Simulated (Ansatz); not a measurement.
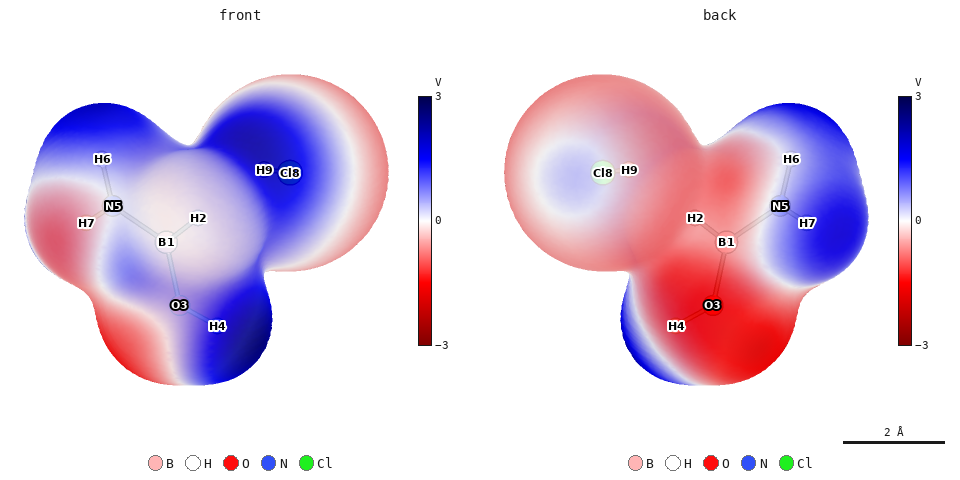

BH$_{4}$NO···HCl. The electrostatic potential painted on the density surface at 0.002 e/bohr³, seen from the front and from behind; the colour scale runs from red (negative) to blue (positive).

Not at a stationary point (largest force 1.6 eV/Å).

Computed with RHF/cc-pVDZ (Ansatz).

```yaml
atoms:
  - { symbol: B, position_ang: [-0.1351, -0.2932, -0.1948] }
  - { symbol: H, position_ang: [-0.1003, -0.5189, 0.9822] }
  - { symbol: O, position_ang: [1.0064, -0.1907, -0.9297] }
  - { symbol: H, position_ang: [1.7971, -0.2525, -0.4202] }
  - { symbol: N, position_ang: [-1.3782, -0.1987, -0.8251] }
  - { symbol: H, position_ang: [-2.2421, -0.2331, -0.3297] }
  - { symbol: H, position_ang: [-1.4673, 0.0322, -1.7935] }
  - { symbol: Cl, position_ang: [0.1007, 2.4082, 1.2574] }
  - { symbol: H, position_ang: [-0.1700, 1.1958, 1.7133] }
```

Where is the surface potential most negative and most positive?

Answer. The most negative region (about −1.6 V) lies over O3, the most positive (about +2.6 V) over H4. Cl8 shows a σ-hole: about +0.2 V at the tip opposite its bond, against about −0.7 V on its flanks. O3 is the likeliest acceptor of a hydrogen bond.
